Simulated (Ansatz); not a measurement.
```yaml
atoms:
  - { symbol: Si, position_ang: [0.0035, 0.1076, -0.7488] }
  - { symbol: O, position_ang: [0.9829, 0.1887, 1.1041] }
  - { symbol: H, position_ang: [0.4362, -0.2300, 1.7848] }
  - { symbol: H, position_ang: [1.7936, -0.3373, 1.0543] }
  - { symbol: H, position_ang: [-1.0136, 1.1029, -0.1696] }
  - { symbol: H, position_ang: [-0.7821, -1.1133, -0.2062] }
```

All numbers below come from RKS PBE0/cc-pVDZ in Ansatz 0.2.0.

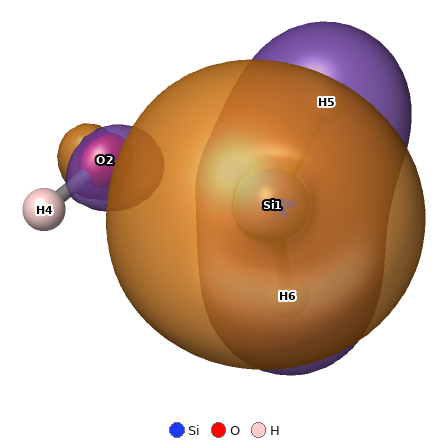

H$_{2}$Si···H$_{2}$O. The HOMO at ±0.08 Å⁻³ᐟ² (orange and purple are the two phases), seen across its widest extent.

### What is the character of this orbital?

Its weight (Hirshfeld) is mainly on Si1 (about 80 %), H6 (about 10 %) and H5 (about 10 %). Its energy is −5.63 eV.
